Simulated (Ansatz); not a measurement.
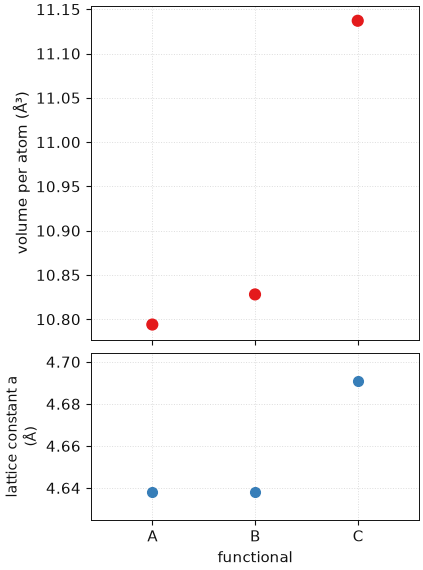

The picture above shows the volume per atom by functional, with the lattice constant a below, for Ti₃SnO₈. The labels are replaced by letters. In alphabetical order the cases are: PBE; PBEsol; r2SCAN.

Computed with Ansatz 0.2.0: relaxed lattice of one prototype by several density functionals, zero stress, symmetry kept, spin-unpolarised plane waves.

prototype rutile host; atoms in cell 12; periodic directions 3.

> Which letter stands for which functional?

A: PBEsol (10.8 Å³); B: r2SCAN (10.8 Å³); C: PBE (11.1 Å³).
